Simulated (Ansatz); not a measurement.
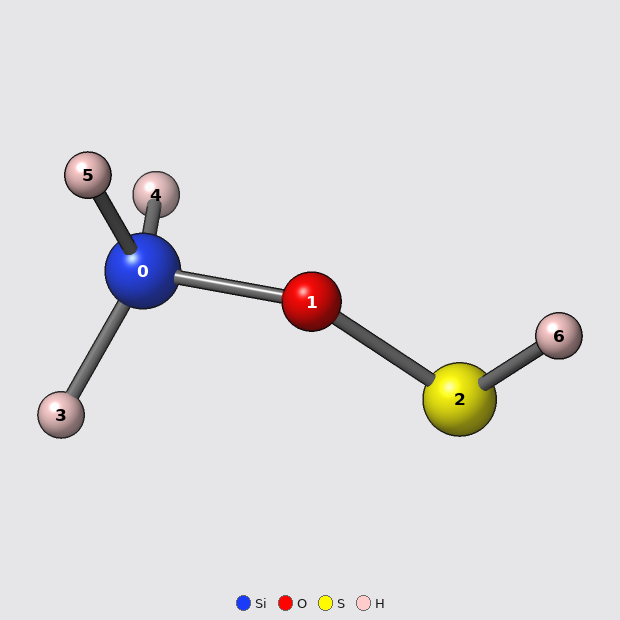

The structure as it stands in the input. Atoms are numbered from 0, in the order of the input.

Input file:

```yaml
crystal:
  periodic: [false, false, false]
  atoms:
    - {symbol: Si, position_ang: [-0.770410, 0.592540, -0.313840]}
    - {symbol: O, position_ang: [0.368140, -0.216530, 0.537560]}
    - {symbol: S, position_ang: [1.351390, -1.487360, 0.108280]}
    - {symbol: H, position_ang: [-1.853830, -0.310570, -0.699490]}
    - {symbol: H, position_ang: [-0.183490, 1.191080, -1.512410]}
    - {symbol: H, position_ang: [-1.104800, 1.536950, 0.741660]}
    - {symbol: H, position_ang: [2.193000, -1.306120, 1.138240]}
basis:
  gaussian: {orbitals: def2-TZVP}
hamiltonian: {xc: pbe0, dispersion: d4}
relax: {f_tol: 0.005, max_steps: 200}
```

It was started with:

```sh
ansatz run in.yaml --threads 2 --pin off --events-out ev --progress --plain --max-ram 4352MiB
```

What the program printed (its end):

```
mean field -20817.26047576 eV, -765.0202120381 hartree, gradient 2.1e-5 eV, S^2 0.000000; 1 other end points of the search recorded, 0 dependent functions left out
the calculation of the forces begins
reference -20817.26050450 eV, -765.0202130944 hartree; 21, 21 occupied and 108, 108 virtual orbitals, 866 factors
Total energy: -20817.37075002 eV, -765.0242645425 hartree
Atom 0 at    -0.666775     0.538127    -0.180662 Å, force    -0.000306     0.000701    -0.000805 eV/Å
Atom 1 at     0.173850    -0.288308     1.002142 Å, force    -0.000682     0.000451     0.001186 eV/Å
Atom 2 at     1.027276    -1.614805     0.492237 Å, force     0.000645    -0.001813    -0.000138 eV/Å
Atom 3 at    -1.624031    -0.365140    -0.864465 Å, force     0.000052     0.000762     0.000173 eV/Å
Atom 4 at     0.282579     1.102341    -1.174037 Å, force     0.001061    -0.001575     0.000121 eV/Å
Atom 5 at    -1.376780     1.620164     0.540979 Å, force    -0.001159     0.000395     0.000377 eV/Å
Atom 6 at     2.183880    -0.992390     0.183807 Å, force     0.000389     0.001078    -0.000913 eV/Å
Dipole moment:     0.089895     0.110925    -0.204328 e Å
```
